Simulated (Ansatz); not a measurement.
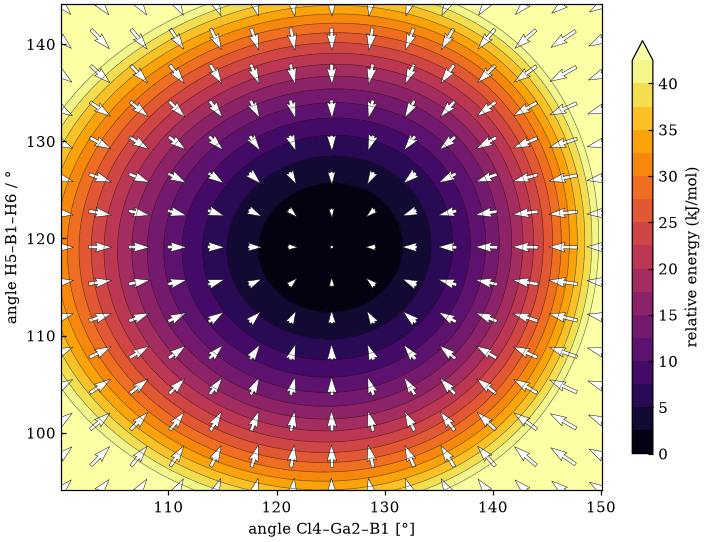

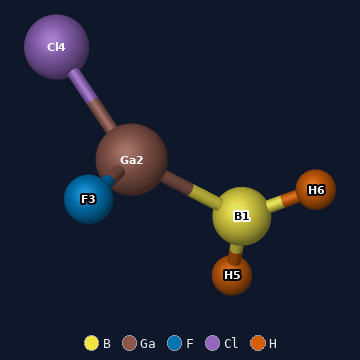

Energy landscape of BClFGaH₂, SMILES [BH2][Ga]([F])[Cl]. Coordinates scanned: (1) angle Cl4–Ga2–B1; (2) angle H5–B1–H6. Nothing is relaxed (all other coordinates rigid). The grid has 15 × 15 points. All energies are given in kJ/mol relative to the relaxed molecule at the same level. These are results of Ansatz 0.2.0, RKS PBE0-D4/def2-TZVP, not measurements.

The picture shows filled contours, arrows along the force (downhill), their lengths compressed, one colour for all values above the top of the scale. Between grid points the surface is interpolated. The second picture is the structure at the lowest point.

Question: What does the map say about the system?

Answer: The lowest grid point is at angle Cl4–Ga2–B1 = 125.1°, angle H5–B1–H6 = 119.1°, 0.0 kJ/mol from the relaxed molecule at the same level. No other kind of well shows on this grid. The highest grid point, angle Cl4–Ga2–B1 = 150.1°, angle H5–B1–H6 = 94.1°, lies 81.4 kJ/mol above the lowest. Round the minimum the contours are nearly round: the two directions are equally stiff and uncoupled.

Time for the 225 points that were run: 28 min on 1 thread of Arm Neoverse V2 (shared host).
